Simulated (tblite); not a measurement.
## C5H11NOSi: geometry relaxation (part 4 of 4)

C5H11NOSi, SMILES C[SiH2]C(=O)C1CNC1; GFN2-xTB geometry optimisation, gas phase (tblite 0.8.0). It belongs to a series of runs on one base structure; here: SiH2 inserted into a C-C bond.

Geometry of the input (Å):
```
C  2.4962  0.2922  -1.0743
Si 1.9497  -0.1456  0.6316
C  0.2794  -0.9042  0.7279
O  0.2235  -2.1211  0.6116
C  -0.9557  -0.0762  0.9137
C  -1.2253  0.9595  -0.1716
N  -2.5860  0.4732  -0.3432
C  -2.2509  -0.6794  0.5093
H  1.7585  0.9455  -1.5434
H  2.6609  -0.6577  -1.6342
H  3.4973  0.7809  -0.9880
H  1.9144  1.1100  1.4209
H  2.9675  -1.0721  1.2169
H  -0.9167  0.4012  1.9049
H  -0.6003  0.9222  -1.0596
H  -1.2625  1.9894  0.2709
H  -2.7212  0.2376  -1.3449
H  -3.0018  -0.8211  1.3446
H  -2.2369  -1.6252  -0.0608
```

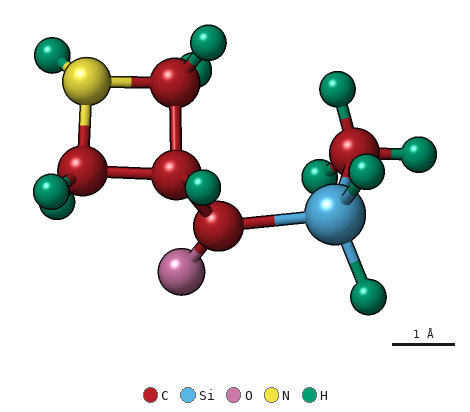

Figure 1. The geometry at step 70 of the log (ball-and-stick view, seen at a tilt).

Trajectory as extended XYZ, continued
```
19
Properties=species:S:1:pos:R:3:forces:R:3 step=62 energy=-679.50161
C     2.5728    0.2724   -1.0548    0.0070  -0.0080  -0.0020
Si    1.9927   -0.0442    0.7245    0.0140   0.0020  -0.0110
C     0.2863   -0.9341    0.6180    0.0030  -0.0080   0.0330
O     0.2294   -2.1016    0.2982   -0.0200   0.0190  -0.0160
C    -0.9390   -0.1105    0.9014   -0.0030   0.0100   0.0060
C    -1.2249    0.9604   -0.1707   -0.0200   0.0020  -0.0160
N    -2.5994    0.4717   -0.2836   -0.0240  -0.0110   0.0050
C    -2.3081   -0.7050    0.5441    0.0040  -0.0120   0.0020
H     1.9673    1.0289   -1.5490    0.0160  -0.0090   0.0080
H     2.5128   -0.6390   -1.6446    0.0080   0.0060  -0.0110
H     3.6042    0.6129   -1.0744   -0.0080   0.0020   0.0000
H     1.8125    1.2147    1.4566    0.0060  -0.0040   0.0000
H     2.8943   -0.9577    1.4250    0.0110   0.0090   0.0000
H    -0.8665    0.2990    1.9081   -0.0080  -0.0010   0.0150
H    -0.6093    0.8423   -1.0697    0.0090  -0.0130  -0.0130
H    -1.1779    2.0010    0.1564    0.0020  -0.0020   0.0190
H    -2.9212    0.2761   -1.2243   -0.0030   0.0050  -0.0060
H    -3.0173   -0.8243    1.3649   -0.0020   0.0170   0.0010
H    -2.2183   -1.6538    0.0062    0.0080  -0.0040  -0.0150
19
Properties=species:S:1:pos:R:3:forces:R:3 step=64 energy=-679.50195
C     2.5806    0.2706   -1.0542    0.0080  -0.0100  -0.0020
Si    1.9941   -0.0410    0.7232   -0.0150  -0.0180   0.0070
C     0.2869   -0.9317    0.6156    0.0010   0.0180   0.0040
O     0.2312   -2.0969    0.2879   -0.0200   0.0130  -0.0070
C    -0.9400   -0.1100    0.9004    0.0140   0.0120   0.0020
C    -1.2310    0.9600   -0.1723    0.0040   0.0010   0.0050
N    -2.6056    0.4705   -0.2787   -0.0110   0.0090   0.0050
C    -2.3084   -0.7063    0.5457   -0.0060  -0.0180   0.0060
H     1.9842    1.0341   -1.5484    0.0170  -0.0020   0.0050
H     2.5128   -0.6384   -1.6465    0.0070  -0.0010  -0.0080
H     3.6157    0.5995   -1.0689   -0.0050   0.0090  -0.0090
H     1.8121    1.2191    1.4525    0.0090  -0.0020   0.0000
H     2.8899   -0.9560    1.4291    0.0170   0.0110   0.0010
H    -0.8663    0.2998    1.9070   -0.0110   0.0030   0.0100
H    -0.6171    0.8404   -1.0729   -0.0050  -0.0050  -0.0040
H    -1.1818    2.0005    0.1565   -0.0030  -0.0110   0.0000
H    -2.9342    0.2770   -1.2175    0.0030   0.0030  -0.0060
H    -3.0144   -0.8289    1.3680   -0.0160   0.0130   0.0190
H    -2.2184   -1.6531    0.0058    0.0130  -0.0250  -0.0260
19
Properties=species:S:1:pos:R:3:forces:R:3 step=66 energy=-679.50226
C     2.5885    0.2681   -1.0535    0.0040  -0.0050   0.0030
Si    1.9946   -0.0389    0.7222   -0.0130  -0.0150   0.0130
C     0.2874   -0.9282    0.6135   -0.0150   0.0180  -0.0250
O     0.2319   -2.0910    0.2772   -0.0150   0.0060   0.0010
C    -0.9409   -0.1090    0.8996   -0.0060  -0.0020   0.0070
C    -1.2369    0.9595   -0.1735    0.0120  -0.0060   0.0160
N    -2.6121    0.4694   -0.2735    0.0160   0.0040   0.0010
C    -2.3091   -0.7089    0.5476   -0.0060  -0.0040  -0.0020
H     2.0020    1.0391   -1.5472    0.0070   0.0040   0.0000
H     2.5135   -0.6381   -1.6490    0.0070  -0.0070  -0.0040
H     3.6265    0.5872   -1.0639    0.0060   0.0090  -0.0110
H     1.8127    1.2232    1.4481    0.0090  -0.0030  -0.0010
H     2.8867   -0.9535    1.4329    0.0200   0.0080   0.0030
H    -0.8671    0.3009    1.9064   -0.0120   0.0080   0.0020
H    -0.6246    0.8380   -1.0757   -0.0210   0.0030   0.0050
H    -1.1857    1.9995    0.1563   -0.0040  -0.0070  -0.0140
H    -2.9467    0.2785   -1.2111    0.0110   0.0010   0.0060
H    -3.0131   -0.8324    1.3721   -0.0040  -0.0030   0.0040
H    -2.2173   -1.6542    0.0040    0.0040  -0.0080  -0.0040
19
Properties=species:S:1:pos:R:3:forces:R:3 step=68 energy=-679.50250
C     2.5938    0.2660   -1.0531    0.0020   0.0020   0.0050
Si    1.9943   -0.0386    0.7220    0.0100   0.0030  -0.0030
C     0.2866   -0.9245    0.6111   -0.0150  -0.0030  -0.0190
O     0.2312   -2.0861    0.2701   -0.0110  -0.0030  -0.0030
C    -0.9422   -0.1083    0.9002   -0.0200  -0.0080   0.0090
C    -1.2400    0.9586   -0.1732   -0.0030  -0.0030   0.0060
N    -2.6154    0.4688   -0.2702    0.0110  -0.0100   0.0030
C    -2.3101   -0.7109    0.5487    0.0010   0.0070  -0.0030
H     2.0138    1.0420   -1.5466   -0.0010   0.0000   0.0000
H     2.5150   -0.6382   -1.6514    0.0060  -0.0030   0.0050
H     3.6334    0.5803   -1.0612    0.0060   0.0010  -0.0060
H     1.8146    1.2256    1.4452    0.0060  -0.0050  -0.0010
H     2.8863   -0.9515    1.4351    0.0150   0.0050   0.0040
H    -0.8695    0.3023    1.9067   -0.0080   0.0060   0.0010
H    -0.6301    0.8360   -1.0766   -0.0130   0.0030   0.0020
H    -1.1885    1.9984    0.1553   -0.0010   0.0110  -0.0110
H    -2.9539    0.2795   -1.2067    0.0150   0.0020   0.0070
H    -3.0132   -0.8347    1.3746    0.0080  -0.0160  -0.0140
H    -2.2160   -1.6554    0.0024   -0.0060   0.0130   0.0170
19
Properties=species:S:1:pos:R:3:forces:R:3 step=70 energy=-679.50268
C     2.5980    0.2647   -1.0526    0.0050   0.0060  -0.0020
Si    1.9946   -0.0384    0.7219    0.0110   0.0040  -0.0140
C     0.2851   -0.9221    0.6081    0.0030  -0.0130   0.0040
O     0.2296   -2.0829    0.2647   -0.0080  -0.0070  -0.0100
C    -0.9439   -0.1081    0.9011   -0.0010   0.0030   0.0000
C    -1.2424    0.9580   -0.1726   -0.0120   0.0080  -0.0030
N    -2.6173    0.4680   -0.2675   -0.0120  -0.0010   0.0050
C    -2.3108   -0.7121    0.5495    0.0020   0.0040   0.0050
H     2.0224    1.0442   -1.5461   -0.0030  -0.0060   0.0030
H     2.5165   -0.6384   -1.6527    0.0050   0.0020   0.0120
H     3.6389    0.5752   -1.0598    0.0010  -0.0040   0.0000
H     1.8162    1.2271    1.4431    0.0030  -0.0050   0.0000
H     2.8871   -0.9496    1.4372    0.0040   0.0060   0.0010
H    -0.8717    0.3037    1.9071   -0.0040   0.0010   0.0010
H    -0.6355    0.8350   -1.0777    0.0020  -0.0020   0.0010
H    -1.1905    1.9982    0.1540    0.0000   0.0170  -0.0050
H    -2.9580    0.2800   -1.2032    0.0100   0.0000  -0.0040
H    -3.0125   -0.8377    1.3758   -0.0030  -0.0180  -0.0070
H    -2.2157   -1.6556    0.0022   -0.0050   0.0060   0.0140
19
Properties=species:S:1:pos:R:3:forces:R:3 step=71 energy=-679.50274
C     2.6004    0.2642   -1.0523    0.0060   0.0050  -0.0050
Si    1.9950   -0.0380    0.7215    0.0040  -0.0010  -0.0110
C     0.2846   -0.9213    0.6065    0.0100  -0.0110   0.0100
O     0.2288   -2.0817    0.2616   -0.0060  -0.0040  -0.0110
C    -0.9445   -0.1080    0.9011    0.0110   0.0090  -0.0050
C    -1.2441    0.9580   -0.1726   -0.0090   0.0110  -0.0030
N    -2.6188    0.4676   -0.2658   -0.0160   0.0070   0.0040
C    -2.3110   -0.7125    0.5500    0.0010   0.0020   0.0080
H     2.0272    1.0455   -1.5458   -0.0030  -0.0070   0.0020
H     2.5170   -0.6384   -1.6528    0.0040   0.0030   0.0120
H     3.6423    0.5718   -1.0589    0.0000  -0.0040   0.0010
H     1.8164    1.2278    1.4420    0.0020  -0.0050   0.0000
H     2.8873   -0.9485    1.4386    0.0000   0.0060  -0.0010
H    -0.8723    0.3043    1.9069   -0.0020  -0.0020   0.0010
H    -0.6386    0.8348   -1.0787    0.0040  -0.0030   0.0030
H    -1.1916    1.9986    0.1533   -0.0010   0.0120  -0.0040
H    -2.9603    0.2803   -1.2013    0.0060  -0.0020  -0.0080
H    -3.0118   -0.8398    1.3765   -0.0100  -0.0150   0.0010
H    -2.2158   -1.6554    0.0024   -0.0020  -0.0020   0.0060
19
Properties=species:S:1:pos:R:3:forces:R:3 step=73 energy=-679.50286
C     2.6063    0.2632   -1.0517    0.0040   0.0010  -0.0030
Si    1.9960   -0.0372    0.7201   -0.0080  -0.0070   0.0040
C     0.2844   -0.9202    0.6033    0.0070  -0.0020   0.0070
O     0.2273   -2.0795    0.2547   -0.0010   0.0050  -0.0070
C    -0.9451   -0.1073    0.9004    0.0130   0.0100  -0.0060
C    -1.2485    0.9587   -0.1728    0.0010   0.0070   0.0010
N    -2.6232    0.4672   -0.2619   -0.0080   0.0120  -0.0010
C    -2.3114   -0.7134    0.5517   -0.0030   0.0000   0.0040
H     2.0382    1.0484   -1.5448   -0.0030  -0.0040  -0.0030
H     2.5181   -0.6385   -1.6524    0.0030  -0.0010   0.0040
H     3.6500    0.5639   -1.0566    0.0020   0.0010   0.0010
H     1.8167    1.2293    1.4393    0.0000  -0.0040   0.0010
H     2.8871   -0.9457    1.4415   -0.0030   0.0050  -0.0040
H    -0.8729    0.3053    1.9061    0.0040  -0.0030   0.0000
H    -0.6454    0.8346   -1.0806    0.0010  -0.0010   0.0060
H    -1.1948    2.0000    0.1516   -0.0040   0.0010  -0.0030
H    -2.9657    0.2810   -1.1972    0.0000  -0.0060  -0.0040
H    -3.0107   -0.8451    1.3786   -0.0100  -0.0040   0.0090
H    -2.2161   -1.6555    0.0031    0.0040  -0.0080  -0.0060
19
Properties=species:S:1:pos:R:3:forces:R:3 step=75 energy=-679.50290
C     2.6078    0.2629   -1.0517    0.0010  -0.0010   0.0000
Si    1.9960   -0.0374    0.7197   -0.0020  -0.0010   0.0050
C     0.2845   -0.9199    0.6030   -0.0040  -0.0010  -0.0030
O     0.2267   -2.0786    0.2524    0.0010   0.0090  -0.0020
C    -0.9450   -0.1066    0.9001   -0.0040  -0.0010   0.0020
C    -1.2497    0.9592   -0.1727    0.0000   0.0000   0.0010
N    -2.6247    0.4675   -0.2610    0.0020   0.0000  -0.0020
C    -2.3117   -0.7136    0.5523   -0.0020   0.0010  -0.0010
H     2.0405    1.0487   -1.5447   -0.0010  -0.0040  -0.0040
H     2.5188   -0.6387   -1.6522    0.0030  -0.0020   0.0000
H     3.6520    0.5623   -1.0559    0.0000   0.0020   0.0010
H     1.8171    1.2292    1.4386   -0.0020  -0.0020   0.0010
H     2.8874   -0.9447    1.4419   -0.0010   0.0000  -0.0020
H    -0.8732    0.3056    1.9060    0.0070  -0.0010   0.0010
H    -0.6467    0.8343   -1.0804   -0.0010   0.0010   0.0020
H    -1.1958    2.0007    0.1510   -0.0040   0.0010   0.0000
H    -2.9669    0.2809   -1.1966    0.0000  -0.0050   0.0040
H    -3.0112   -0.8467    1.3793    0.0020   0.0010   0.0010
H    -2.2158   -1.6557    0.0032    0.0030   0.0030  -0.0030
```

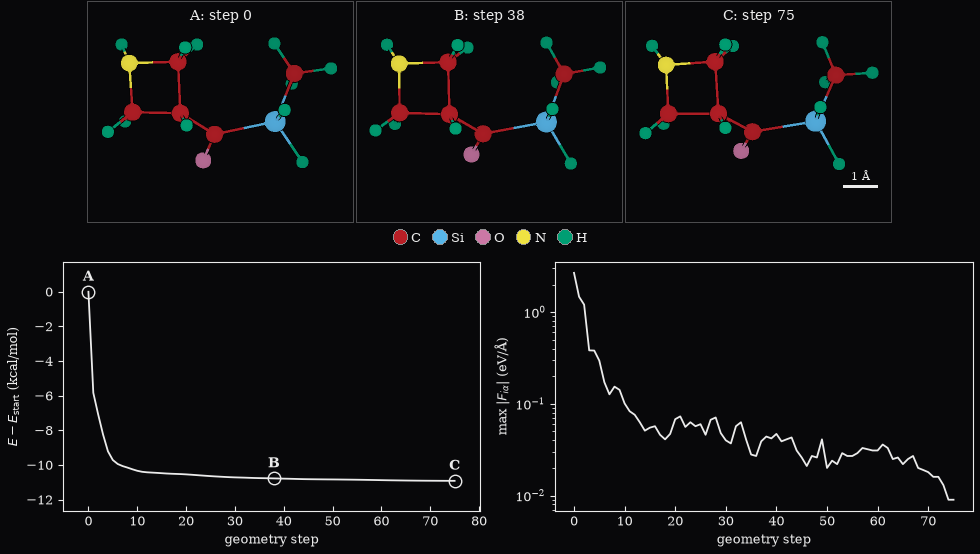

Figure 2. Frames of the relaxation (ball-and-stick view, seen at a tilt) above the curves, on which the letters mark them (steps are counted from 0).

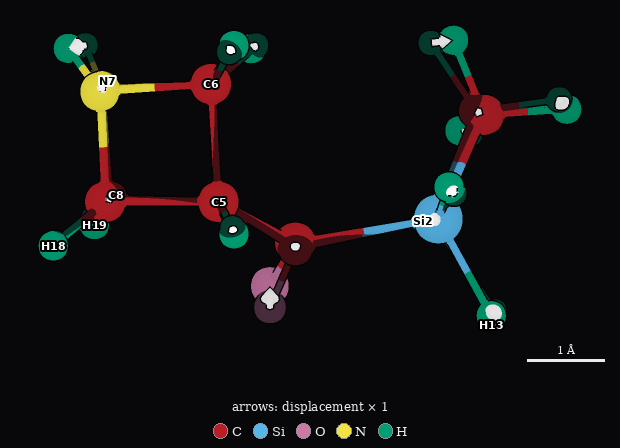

Figure 3. Start (faint) and end (solid) with the displacements as white arrows, at true length (ball-and-stick view, seen at a tilt). The two geometries are laid on each other by the best rigid fit. The energy falls by 10.9 kcal/mol in 75 geometry steps. Largest force component: 2.7 eV/Å at the start, 0.009 eV/Å at the end. The atom that moves furthest after the best rigid fit is O4 (0.36 Å). By element the largest moves are O 0.36 Å, H 0.30 Å, Si 0.15 Å, C 0.13 Å, N 0.09 Å. Among the contacts that change: Si2–C3 1.837 → 1.929 Å, C1–Si2 1.844 → 1.898 Å, C5–C8 1.485 → 1.535 Å, C8–H18 1.132 → 1.091 Å. Among the angles that change: C6–N7–H17 108.1° → 115.8°, C1–Si2–C3 114.6° → 107.6°, C5–C8–H19 118.5° → 112.1°. (Atoms are counted from 1 in the order of the input.)

Summary

| quantity | value |
| --- | --- |
| outcome | converged |
| total energy | −679.5029 eV |
| peak memory | 0.18 GiB |
